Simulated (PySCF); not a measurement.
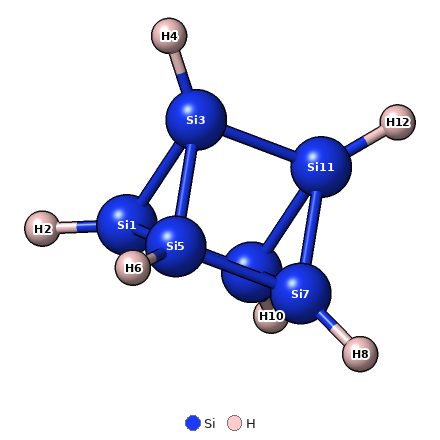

Si₆H₆. Vertical core-electron binding energies by ΔSCF (SCAN, pcX-2 on the ionised atom, pcseg-1 elsewhere, spin-free X2C; PySCF 2.14.0, at a PBE0-D3(BJ)/def2-SVP geometry (no frequency check)), gas phase, against the vacuum level. One atom of each kind was ionised; within a panel, areas follow the number of like atoms and 2j + 1 (2p levels are split by first-order spin-orbit coupling, an approximation), each panel is scaled alone, Gaussians of 0.4 eV full width. Only the regions named are shown.

**Predict the Si 2p and Si 1s photoelectron lines.**

| level | atoms | binding energy (eV) |
| --- | --- | --- |
| Si 2p1/2 | Si1, Si3, Si5, Si7, Si9, Si11 | 106.3 |
| Si 2p3/2 | Si1, Si3, Si5, Si7, Si9, Si11 | 105.6 |
| Si 1s | Si1, Si3, Si5, Si7, Si9, Si11 | 1845.3 |

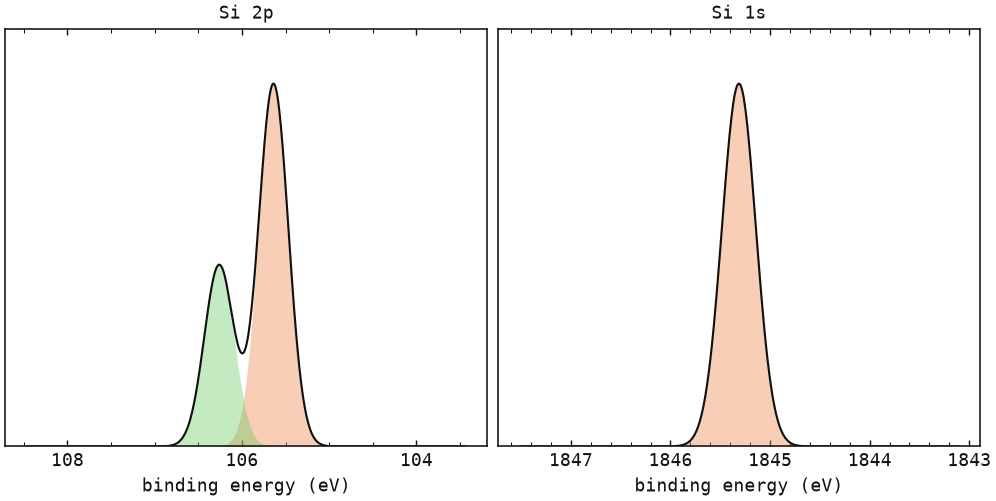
